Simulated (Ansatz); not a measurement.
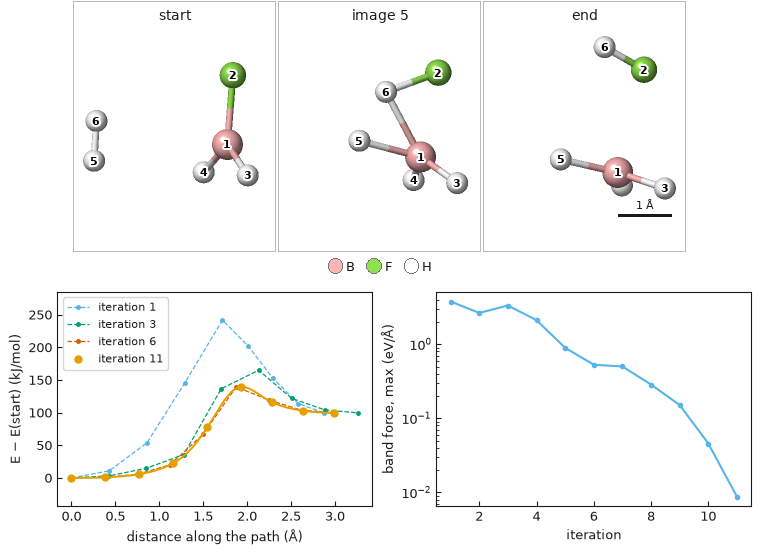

A search for the minimum-energy path of BH4F, made up at the start of BH$_{2}$F and H2 by the nudged elastic band. Images are numbered from 0 (start) to 8 (end). The plot follows the band through its iterations. Style: ball-and-stick. Shown at a tilt.

Theory: RKS PBE0-D4/def2-SVPD in Ansatz. Set-up: 7 movable images; climbing image; force threshold 0.03 eV/Å; iteration limit 60; starting path through a guess of the saddle point.

Q: How did the profile develop, and is the result final?

A: The result is final at these settings. The band converged in 11 iterations. The largest component of the band force went from 3.8 to 0.0088 eV/Å. The climbing image converged on the top of the path. Its vibrational analysis gives one imaginary mode (1112i cm⁻¹), as a transition state must have. The first iteration put the highest image at 241.7 kJ/mol. Forward barrier 139.5 kJ/mol, backward barrier 39.8 kJ/mol, with image 5 at the top; the reaction energy is +99.7 kJ/mol.

Limits of the set-up: the start holds two separate molecules, 2.8 Å apart at their closest, whose relative position is a soft coordinate.

The run took 110 s on 1 thread of Arm Neoverse V1 (shared host), peak memory 0.11 GiB.
